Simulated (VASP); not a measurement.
Given:

```
CELL_PARAMETERS angstrom
      3.92815     0.00000     0.00000
      0.00000     3.92815     0.00000
      0.00000     0.00000     3.92815
ATOMIC_POSITIONS crystal
  Sr 0.00000 0.00000 0.00000
  Ti 0.50000 0.50000 0.50000
  O  0.50000 0.00000 0.50000
  O  0.00000 0.50000 0.50000
  O  0.50000 0.50000 0.00000
```

Computed with revTPSS meta-GGA, VASP's PBE PAW potentials (set 64) (plane waves; VASP). Run with 520 eV cut-off, 6×6×6 Γ-centred mesh, tetrahedra with Blöchl corrections, potentials Sr_sv Ti_sv O.

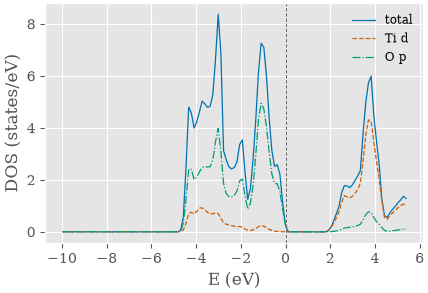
Figure: Total and projected density of states, zero at the valence-band maximum

Within 2 eV below the valence-band maximum the largest weight inside VASP's projection spheres is O p.

The gap is indirect, 1.92 eV, from the valence maximum at R to the conduction minimum at Γ.

The compound is SrTiO3 in the cubic perovskite structure, the ideal cubic form; the compound distorts at low or room temperature. It was relaxed first.
